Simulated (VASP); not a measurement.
# Cl on Cu(100): which site?, part 3 of 7

Where does Cl sit on Cu(100), and how strongly does it bind?

VASP 6.6.1, plane waves and PAW; the level of theory is named at each step.

So far. Step 3 (The bulk reference, job self-consistent run, k-mesh …): The run ends at a pressure of 0.80 GPa. Step 4 (Surface relaxation): The run ended after 4 ionic steps, 0.019 eV below its first step, once the forces on the free atoms met EDIFFG = -0.03.

### Step 5. Vacuum level and density of states

Level of this step: PBEsol; plane waves and PAW (Cu) (VASP).

A static run writes the electrostatic potential without exchange and correlation (LVHAR), which is flat in the vacuum and gives the level to count from. The dipole correction cancels the field that unlike faces would set up across the vacuum.

Contents of INCAR:

```
SYSTEM = Cu
PREC = Normal
ENCUT = 330
EDIFF = 1E-06
NELM = 120
ISMEAR = 1
SIGMA = 0.15
LREAL = Auto
ALGO = Fast
GGA = PS
NBANDS = 109
LASPH = .TRUE.
LORBIT = 11
LWAVE = .FALSE.
LCHARG = .FALSE.
KPAR = 2
NCORE = 2
IDIPOL = 3
LDIPOL = .TRUE.
DIPOL = 0.5 0.5 0.5
LVHAR = .TRUE.
LVACPOTAV = .TRUE.
NEDOS = 1500
```

Contents of POSCAR:

```
Cu
1.0
    5.0400546950      0.0000000000      0.0000000000
    0.0000000000      5.0400546950      0.0000000000
    0.0000000000      0.0000000000     20.3457852786
Cu
16
Selective dynamics
Direct
    0.2500000000      0.2500000000      0.3686267200  F F F
    0.7500000000      0.2500000000      0.3686267200  F F F
    0.2500000000      0.7500000000      0.3686267200  F F F
    0.7500000000      0.7500000000      0.3686267200  F F F
    0.0000000000      0.0000000000      0.4562089100  F F F
    0.5000000000      0.0000000000      0.4562089100  F F F
    0.0000000000      0.5000000000      0.4562089100  F F F
    0.5000000000      0.5000000000      0.4562089100  F F F
    0.2500000000      0.2500000000      0.5450946923  T T T
    0.7500000000      0.2500000000      0.5450946923  T T T
    0.2500000000      0.7500000000      0.5450946923  T T T
    0.7500000000      0.7500000000      0.5450946923  T T T
    0.0000000000      0.0000000000      0.6307197025  T T T
    0.5000000000      0.0000000000      0.6307197025  T T T
    0.0000000000      0.5000000000      0.6307197025  T T T
    0.5000000000      0.5000000000      0.6307197025  T T T
```

Contents of KPOINTS:

```
Automatic mesh
0
Gamma
5 5 1
0 0 0
```

Potentials, in the order of the species: Cu (PBE family, release 64).

On the command line:

```
> mpirun -np 4 vasp_std
```

Log:

```text
[... set-up lines as in an earlier step ...]
 entering main loop
       N       E                     dE             d eps       ncg     rms          rms(c)
DAV:   1     0.147191553515E+04    0.14719E+04   -0.57762E+04  1308   0.149E+03
DAV:   2     0.965729842371E+02   -0.13753E+04   -0.13237E+04  1308   0.378E+02
DAV:   3    -0.707324344523E+02   -0.16731E+03   -0.15271E+03  1359   0.185E+02
DAV:   4    -0.782655081009E+02   -0.75331E+01   -0.74007E+01  1432   0.535E+01
DAV:   5    -0.784582683184E+02   -0.19276E+00   -0.19238E+00  1568   0.701E+00    0.316E+01
RMM:   6    -0.697889478148E+02    0.86693E+01   -0.17052E+02  1405   0.102E+02    0.175E+01
RMM:   7    -0.632541599567E+02    0.65348E+01   -0.36317E+01  1348   0.508E+01    0.255E+00
RMM:   8    -0.633143481981E+02   -0.60188E-01   -0.26594E+00  1412   0.706E+00    0.229E+00
RMM:   9    -0.632989988705E+02    0.15349E-01   -0.65307E-01  1446   0.498E+00    0.623E-01
RMM:  10    -0.633162664481E+02   -0.17268E-01   -0.21363E-01  1635   0.195E+00    0.747E-01
RMM:  11    -0.632998731134E+02    0.16393E-01   -0.32762E-02  1451   0.111E+00    0.379E-01
RMM:  12    -0.632948565928E+02    0.50165E-02   -0.12697E-02  1527   0.619E-01    0.284E-01
RMM:  13    -0.632930929257E+02    0.17637E-02   -0.76894E-03  1443   0.463E-01    0.131E-01
RMM:  14    -0.632930753034E+02    0.17622E-04   -0.27100E-03  1500   0.274E-01    0.862E-02
RMM:  15    -0.632931805558E+02   -0.10525E-03   -0.98568E-04  1539   0.154E-01    0.501E-02
RMM:  16    -0.632936597433E+02   -0.47919E-03   -0.61248E-04  1511   0.101E-01    0.341E-02
RMM:  17    -0.632939895368E+02   -0.32979E-03   -0.27003E-04  1528   0.701E-02    0.260E-02
RMM:  18    -0.632943289636E+02   -0.33943E-03   -0.15445E-04  1470   0.627E-02    0.166E-02
RMM:  19    -0.632943704108E+02   -0.41447E-04   -0.47528E-05  1468   0.387E-02    0.608E-03
RMM:  20    -0.632944623308E+02   -0.91920E-04   -0.43575E-05  1491   0.220E-02    0.799E-03
RMM:  21    -0.632944857872E+02   -0.23456E-04   -0.10931E-05  1393   0.211E-02    0.288E-03
RMM:  22    -0.632945341086E+02   -0.48321E-04   -0.54165E-06  1138   0.103E-02    0.356E-03
RMM:  23    -0.632945468099E+02   -0.12701E-04   -0.15207E-06   906   0.773E-03    0.870E-04
RMM:  24    -0.632945513880E+02   -0.45781E-05   -0.47492E-07   867   0.319E-03    0.791E-04
RMM:  25    -0.632945525305E+02   -0.11425E-05   -0.46112E-07   837   0.481E-03    0.122E-03
RMM:  26    -0.632945526417E+02   -0.11118E-06   -0.18652E-07   791   0.347E-03
 -----------------------------------------------------------------------------
|                                                                             |
|           W    W    AA    RRRRR   N    N  II  N    N   GGGG   !!!           |
|           W    W   A  A   R    R  NN   N  II  NN   N  G    G  !!!           |
|           W    W  A    A  R    R  N N  N  II  N N  N  G       !!!           |
|           W WW W  AAAAAA  RRRRR   N  N N  II  N  N N  G  GGG   !            |
|           WW  WW  A    A  R   R   N   NN  II  N   NN  G    G                |
|           W    W  A    A  R    R  N    N  II  N    N   GGGG   !!!           |
|                                                                             |
|     Did not find any points to average over, which means that no vacuum     |
|     field-free region was found. Please increase the size of  your cell     |
|     in the dimension of the dipole correction to obtain accurate            |
|     workfunction values.                                                    |
|                                                                             |
 -----------------------------------------------------------------------------

   1 F= -.63294553E+02 E0= -.63290372E+02  d E =-.125411E-01
 -----------------------------------------------------------------------------
|                                                                             |
|           W    W    AA    RRRRR   N    N  II  N    N   GGGG   !!!           |
|           W    W   A  A   R    R  NN   N  II  NN   N  G    G  !!!           |
|           W    W  A    A  R    R  N N  N  II  N N  N  G       !!!           |
|           W WW W  AAAAAA  RRRRR   N  N N  II  N  N N  G  GGG   !            |
|           WW  WW  A    A  R   R   N   NN  II  N   NN  G    G                |
|           W    W  A    A  R    R  N    N  II  N    N   GGGG   !!!           |
|                                                                             |
|     Did not find any points to average over, which means that no vacuum     |
|     field-free region was found. Please increase the size of  your cell     |
|     in the dimension of the dipole correction to obtain accurate            |
|     workfunction values.                                                    |
|                                                                             |
 -----------------------------------------------------------------------------
```

Run time: 24 s. Hardware: 4 MPI ranks of Intel Xeon 6975P-C (Granite Rapids), shared host; peak memory 0.76 GiB; 90 s of CPU time.

Parts of OUTCAR (step 5):

```text
   NELECT =     176.0000    total number of electrons

 dipolmoment           0.000000      0.000000     -0.002500 electrons x Angstroem

 E-fermi :  -0.2245

 k-point     1 :       0.0000    0.0000    0.0000
  band No.  band energies     occupation
    ...
     88      -0.5571      2.00744
     89      -0.2726      1.51295
     90      -0.2726      1.51295
     91      -0.2500      1.28285
     92      -0.2500      1.28285
     93       0.8882     -0.00000
     94       2.2776     -0.00000
     95       2.2776     -0.00000
     96       3.2612      0.00000
     97       3.2612      0.00000
    ...

  Total       -6.7697867     -6.7697867     -1.4450781      0.0000000      0.0000000     -0.0000000
  in kB      -20.9865289    -20.9865289     -4.4797827      0.0000000      0.0000000     -0.0000000
  external PRESSURE =     -15.4842802 kB  Pullay stress =       0.0000000 kB

 POSITION                                       TOTAL-FORCE (eV/Angst)
 -----------------------------------------------------------------------------------
      1.26001      1.26001      7.50000        -0.000000     -0.000000      0.166711
      3.78004      1.26001      7.50000         0.000000     -0.000000      0.166711
      1.26001      3.78004      7.50000        -0.000000      0.000000      0.166711
      3.78004      3.78004      7.50000         0.000000      0.000000      0.166711
      0.00000      0.00000      9.28193        -0.000000     -0.000000     -0.180817
      2.52003      0.00000      9.28193        -0.000000     -0.000000     -0.180817
      0.00000      2.52003      9.28193         0.000000     -0.000000     -0.180817
      2.52003      2.52003      9.28193        -0.000000      0.000000     -0.180817
      1.26001      1.26001     11.09038         0.000000     -0.000000      0.002885
      3.78004      1.26001     11.09038         0.000000     -0.000000      0.002885
      1.26001      3.78004     11.09038        -0.000000     -0.000000      0.002885
      3.78004      3.78004     11.09038         0.000000     -0.000000      0.002885
      0.00000      0.00000     12.83249        -0.000000     -0.000000      0.011221
      2.52003      0.00000     12.83249        -0.000000     -0.000000      0.011221
      0.00000      2.52003     12.83249         0.000000     -0.000000      0.011221
      2.52003      2.52003     12.83249        -0.000000      0.000000      0.011221
 -----------------------------------------------------------------------------------
    total drift:                                0.000000      0.000000     -0.206767

  FREE ENERGIE OF THE ION-ELECTRON SYSTEM (eV)
  ---------------------------------------------------
  free  energy   TOTEN  =       -63.2945526417 eV

  energy  without entropy=      -63.2820115414  energy(sigma->0) =      -63.29037227

[... 7 parts as in an earlier step ...]

[... 10 further parts left out ...]
```

This step gave:

```
electronic cycles                          : 26
Fermi energy                               : -0.2245 eV
dipole moment                              : 0, 0, -0.0025 e·Å
work functions of the upper and lower face : 4.694, 4.712 eV
```

The planar average of the electrostatic potential oscillates, so the rows of the table below give means over windows of 1 Å about each position, cut where the curve ends. Its maxima inside the range that stand out by 2 % of the span (Å: eV): 8.4: -1.69, 10.2: -1.45, 12.0: -2.22. Its minima: 7.5: -12.7, 9.3: -13.0, 11.1: -13.0, 12.9: -12.7.

Zero at the Fermi level. The planar average of the electrostatic potential by height; means over each step:

| height (Å) | planar average of the electrostatic potential (eV) |
| --- | --- |
| 0 | 4.71 |
| 1 | 4.71 |
| 2 | 4.71 |
| 3 | 4.71 |
| 4 | 4.71 |
| 5 | 4.63 |
| 6 | 3.69 |
| 7 | -6.18 |
| 8 | -7.10 |
| 9 | -9.55 |
| 10 | -5.28 |
| 11 | -10.8 |
| 12 | -5.42 |
| 13 | -10.0 |
| 14 | 2.13 |
| 15 | 4.51 |
| 16 | 4.68 |
| 17 | 4.69 |
| 18 | 4.69 |
| 19 | 4.69 |
| 20 | 4.70 |

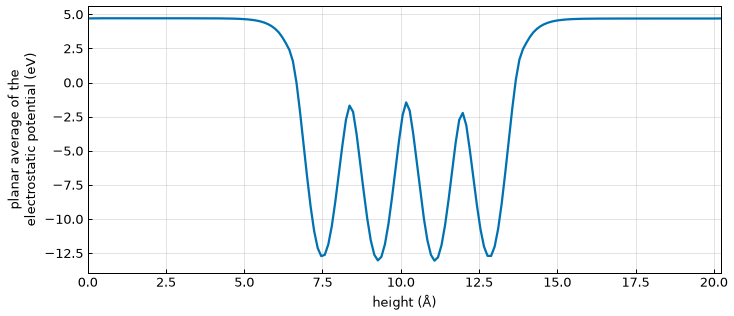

Planar average of the electrostatic potential, plotted against height.

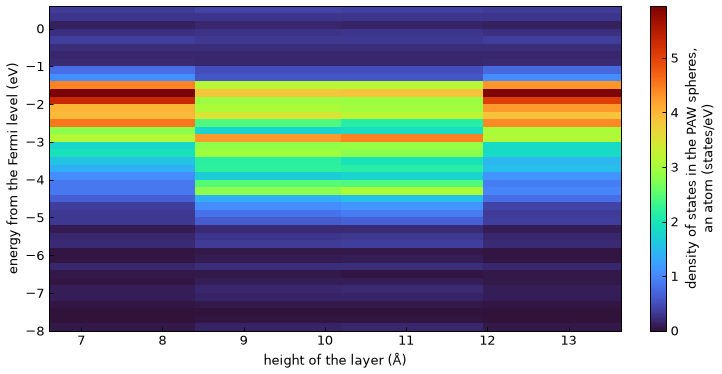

Density of states in the PAW spheres, an atom over height of the layer and energy from the Fermi level.

Force by atom:

| atom | x (eV/Å) | y (eV/Å) | z (eV/Å) | size |
| --- | --- | --- | --- | --- |
| Cu1 | 0.000 | 0.000 | 0.167 | 0.167 |
| Cu2 | 0.000 | 0.000 | 0.167 | 0.167 |
| Cu3 | 0.000 | 0.000 | 0.167 | 0.167 |
| Cu4 | 0.000 | 0.000 | 0.167 | 0.167 |
| Cu5 | 0.000 | 0.000 | -0.181 | 0.181 |
| Cu6 | 0.000 | 0.000 | -0.181 | 0.181 |
| Cu7 | 0.000 | 0.000 | -0.181 | 0.181 |
| Cu8 | 0.000 | 0.000 | -0.181 | 0.181 |
| Cu9 | 0.000 | 0.000 | 0.003 | 0.003 |
| Cu10 | 0.000 | 0.000 | 0.003 | 0.003 |
| Cu11 | 0.000 | 0.000 | 0.003 | 0.003 |
| Cu12 | 0.000 | 0.000 | 0.003 | 0.003 |
| Cu13 | 0.000 | 0.000 | 0.011 | 0.011 |
| Cu14 | 0.000 | 0.000 | 0.011 | 0.011 |
| Cu15 | 0.000 | 0.000 | 0.011 | 0.011 |
| Cu16 | 0.000 | 0.000 | 0.011 | 0.011 |

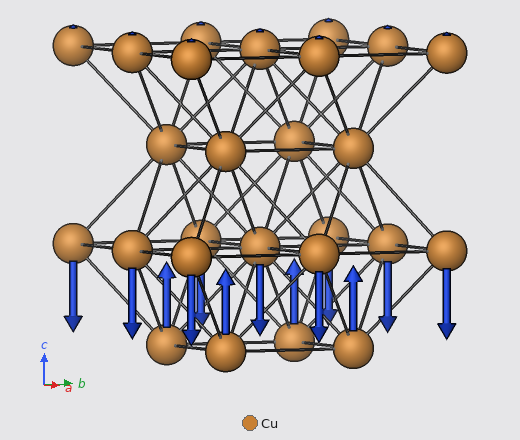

Force as arrows, the longest 0.181 eV/Å. Some periodic images of atoms are drawn too.

The map of layer states is cut here 0.5 eV above the Fermi level, so it leaves out the states above that.

The program warns that it found no field-free vacuum at its default tolerance, so these levels carry more doubt.

On this mesh the fine structure of the density of states is sampling noise, and high empty states may be cut by the number of bands.

### Step 6. Relaxing the atoms

This step: PBEsol; plane waves and PAW (Cl) (VASP 6.6.1).

System of this step: Cl2. The cell holds 2 atoms: 2 Cl. Its edges and angles: a = 11.000 Å, b = 11.500 Å, c = 14.000 Å, α = 90.0°, β = 90.0°, γ = 90.0°. Vacuum lies along a, b and c.

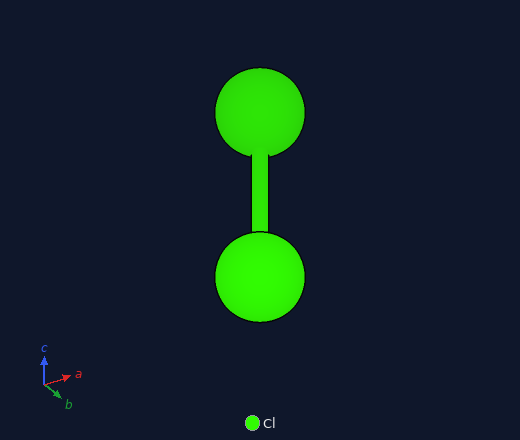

The cell of this step (chlorine green).

The reference for Cl is the Cl2 molecule, relaxed in a box at the cutoff of the large cell.

Contents of INCAR:

```
SYSTEM = Cl
PREC = Normal
ENCUT = 330
EDIFF = 1E-05
NELM = 120
ISMEAR = 0
SIGMA = 0.01
LREAL = .FALSE.
ALGO = Fast
GGA = PS
NBANDS = 13
LORBIT = 11
LWAVE = .FALSE.
LCHARG = .FALSE.
NCORE = 4
IBRION = 2
NSW = 20
ISIF = 2
EDIFFG = -0.03
POTIM = 0.4
MAXMIX = 40
ISYM = 0
```

Contents of POSCAR:

```
Cl
1.0
   11.0000000000      0.0000000000      0.0000000000
    0.0000000000     11.5000000000      0.0000000000
    0.0000000000      0.0000000000     14.0000000000
Cl
2
Direct
    0.5000000000      0.5000000000      0.4289285700
    0.5000000000      0.5000000000      0.5710714300
```

Contents of KPOINTS:

```
Automatic mesh
0
Gamma
1 1 1
0 0 0
```

PAW data sets: Cl (PBE family, release 64).

On the command line:

```
> mpirun -np 4 vasp_gam
```

Log:

```text
[banner, memory and clock lines left out]
running    4 mpi-ranks, on    1 nodes
 distrk:  each k-point on    4 cores,    1 groups
 distr:  one band on    4 cores,    1 groups

 POSCAR found type information on POSCAR Cl
 POSCAR found :  1 types and       2 ions
 [... a notice as in an earlier step ...]

 LDA part: xc-table for (Slater+PW92), standard interpolation
 POSCAR, INCAR and KPOINTS ok, starting setup
 FFT: planning ... GRIDC
 FFT: planning ... GRID_SOFT
 FFT: planning ... GRID
 WAVECAR not read
 entering main loop
       N       E                     dE             d eps       ncg     rms          rms(c)
DAV:   1     0.117686088649E+03    0.11769E+03   -0.24653E+03    34   0.400E+02
DAV:   2     0.476647154205E+02   -0.70021E+02   -0.64750E+02    31   0.802E+01
DAV:   3    -0.446840662422E+00   -0.48112E+02   -0.47860E+02    44   0.747E+01
DAV:   4    -0.412144513347E+01   -0.36746E+01   -0.36738E+01    39   0.246E+01
DAV:   5    -0.413170175944E+01   -0.10257E-01   -0.10254E-01    36   0.146E+00    0.112E+01
RMM:   6    -0.390343242907E+01    0.22827E+00   -0.12711E-01    26   0.228E+00    0.680E+00
RMM:   7    -0.381881214912E+01    0.84620E-01   -0.33220E-01    26   0.376E+00    0.399E-01
RMM:   8    -0.381916408523E+01   -0.35194E-03   -0.34792E-02    26   0.149E+00    0.130E-01
RMM:   9    -0.381974040559E+01   -0.57632E-03   -0.63425E-03    28   0.544E-01    0.813E-02
RMM:  10    -0.382031525867E+01   -0.57485E-03   -0.72307E-04    28   0.179E-01    0.408E-02
RMM:  11    -0.382099958938E+01   -0.68433E-03   -0.14174E-04    26   0.808E-02    0.185E-02
RMM:  12    -0.382151003254E+01   -0.51044E-03   -0.63482E-05    25   0.478E-02    0.138E-02
RMM:  13    -0.382204574499E+01   -0.53571E-03   -0.79678E-05    24   0.403E-02    0.133E-02
RMM:  14    -0.382228117803E+01   -0.23543E-03   -0.19694E-05    21   0.223E-02    0.102E-02
RMM:  15    -0.382245554473E+01   -0.17437E-03   -0.40862E-05    24   0.268E-02    0.714E-03
RMM:  16    -0.382252164144E+01   -0.66097E-04   -0.81338E-06    19   0.152E-02    0.297E-03
RMM:  17    -0.382255544312E+01   -0.33802E-04   -0.28881E-06    18   0.910E-03    0.309E-03
RMM:  18    -0.382256288646E+01   -0.74433E-05   -0.61490E-07    16   0.507E-03
   1 F= -.38225629E+01 E0= -.38225629E+01  d E =-.382256E+01
 curvature:   0.00 expect dE= 0.000E+00 dE for cont linesearch  0.000E+00
 trial: gam= 0.00000 g(F)=  0.299E-02 g(S)=  0.000E+00 ort = 0.000E+00 (trialstep = 0.100E+01)
 search vector abs. value=  0.299E-02
 bond charge predicted
       N       E                     dE             d eps       ncg     rms          rms(c)
DAV:   1    -0.382259693701E+01   -0.41494E-04   -0.25635E-01    36   0.253E+00    0.789E-01
RMM:   2    -0.382312930368E+01   -0.53237E-03   -0.77671E-03    26   0.622E-01    0.258E-01
RMM:   3    -0.382312093590E+01    0.83678E-05   -0.20093E-03    26   0.268E-01    0.853E-02
RMM:   4    -0.382308459105E+01    0.36345E-04   -0.36666E-04    26   0.141E-01    0.334E-02
RMM:   5    -0.382321472479E+01   -0.13013E-03   -0.11141E-04    26   0.671E-02    0.380E-02
RMM:   6    -0.382323192157E+01   -0.17197E-04   -0.26127E-05    21   0.342E-02    0.223E-02
RMM:   7    -0.382324856749E+01   -0.16646E-04   -0.76045E-06    19   0.180E-02    0.800E-03
RMM:   8    -0.382328475389E+01   -0.36186E-04   -0.20276E-06    19   0.921E-03    0.611E-03
RMM:   9    -0.382331124178E+01   -0.26488E-04   -0.26247E-06    19   0.849E-03    0.268E-03
RMM:  10    -0.382331829617E+01   -0.70544E-05   -0.54722E-07    16   0.487E-03
   2 F= -.38233183E+01 E0= -.38233183E+01  d E =-.755410E-03
 trial-energy change:   -0.000755  1 .order   -0.000723   -0.002987    0.001540
 step:   0.6598(harm=  0.6598)  dis= 0.00501  next Energy=    -3.823548 (dE=-0.985E-03)
 bond charge predicted
       N       E                     dE             d eps       ncg     rms          rms(c)
DAV:   1    -0.382349791089E+01   -0.18667E-03   -0.29753E-02    26   0.863E-01    0.267E-01
RMM:   2    -0.382356208968E+01   -0.64179E-04   -0.71397E-04    26   0.200E-01    0.484E-02
RMM:   3    -0.382357574175E+01   -0.13652E-04   -0.11348E-04    24   0.758E-02    0.211E-02
RMM:   4    -0.382357960182E+01   -0.38601E-05   -0.19867E-05    20   0.308E-02
   3 F= -.38235796E+01 E0= -.38235796E+01  d E =-.101672E-02
 curvature:  -0.33 expect dE=-0.142E-05 dE for cont linesearch -0.142E-05
 trial: gam=-0.03655 g(F)=  0.431E-05 g(S)=  0.000E+00 ort = 0.113E-03 (trialstep = 0.932E+00)
 search vector abs. value=  0.646E-08
 reached required accuracy - stopping structural energy minimisation
```

Wall time 4.8 s (4 MPI ranks); peak memory 0.81 GiB.

From OUTCAR (step 6):

```text
   k-points           NKPTS =      1   k-points in BZ     NKDIM =      1   number of bands    NBANDS=     13

   ENCUT  =  330.0 eV  24.25 Ry    4.92 a.u.  16.29 17.03 20.74*2*pi/ulx,y,z

   NELECT =      14.0000    total number of electrons

 E-fermi :  -6.9539

 k-point     1 :       0.0000    0.0000    0.0000
  band No.  band energies     occupation
    ...
      3     -11.7971      2.00000
      4      -9.7802      2.00000
      5      -9.7802      2.00000
      6      -7.0181      2.00000
      7      -7.0181      2.00000
      8      -3.9371      0.00000
      9      -0.2689      0.00000
     10       0.5888      0.00000
     11       0.6146      0.00000
     12       0.9404      0.00000
    ...

  Total       -0.0524734     -0.0550303     -0.0478664      0.0001263      0.0001129      0.0000488
  in kB       -0.0474714     -0.0497845     -0.0433035      0.0001143      0.0001021      0.0000442
  external PRESSURE =      -0.0468531 kB  Pullay stress =       0.0000000 kB

 POSITION                                       TOTAL-FORCE (eV/Angst)
 -----------------------------------------------------------------------------------
      5.50000      5.75000      6.01001         0.000025      0.000028      0.007475
      5.50000      5.75000      7.98999        -0.000025     -0.000028     -0.007475
 -----------------------------------------------------------------------------------
    total drift:                                0.000047     -0.000051      0.000028

  FREE ENERGIE OF THE ION-ELECTRON SYSTEM (eV)
  ---------------------------------------------------
  free  energy   TOTEN  =        -3.8235796018 eV

  energy  without entropy=       -3.8235796018  energy(sigma->0) =       -3.82357960

[... 1 part as in an earlier step ...]

[... 7 further parts left out ...]
```

CONTCAR:

```
Cl
   1.00000000000000
    11.0000000000000000    0.0000000000000000    0.0000000000000000
     0.0000000000000000   11.5000000000000000    0.0000000000000000
     0.0000000000000000    0.0000000000000000   14.0000000000000000
  Cl
     2
Direct
     0.4999999199014376    0.4999998124434323    0.4292863801812649
     0.5000000800985624    0.5000001875565676    0.5707136198187351
```

Relaxation path:

| step | energy less that of the first step (eV) | largest force (eV/Å) |
| --- | --- | --- |
| 1 | 0.0000 | 0.1967 |
| 2 | -0.0008 | 0.1014 |
| 3 | -0.0010 | 0.0075 |

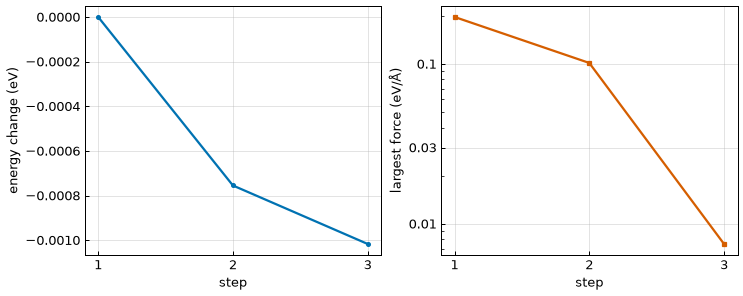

Energy and largest force along the relaxation.

Final coordinates:

```
Cl
1.0
    11.00000    0.00000    0.00000
     0.00000   11.50000    0.00000
     0.00000    0.00000   14.00000
Cl
2
Direct
  0.50000 0.50000 0.42929
  0.50000 0.50000 0.57071
```

Numbers from this step:

| Quantity | Value |
| --- | --- |
| electronic cycles | 32 |
| electrons | 14 |
| free energy (TOTEN) | -3.824 eV |
| gap between the highest filled and lowest empty level | 3.081 eV |

The run ended after 3 ionic steps, 0.001 eV below its first step, once the forces on the free atoms met EDIFFG = -0.03.

Energy at zero smearing: -3.82358 eV.

[end of part 3 of 7]

[Lines on the potential files, build, host, timing and source positions are cut from VASP's logs without a mark.]

[Logs are printed without paths, hosts, clocks, repeated set-up lines and the standing remarks that a program may print on its own settings, such as how far it seeks lower states.]

[Hosts, paths, dates, database ids (printed as entryN), source tags and the programs' standing remarks are cut or masked in the printed files.]

[Runs that stopped without an error message from VASP are left out.]
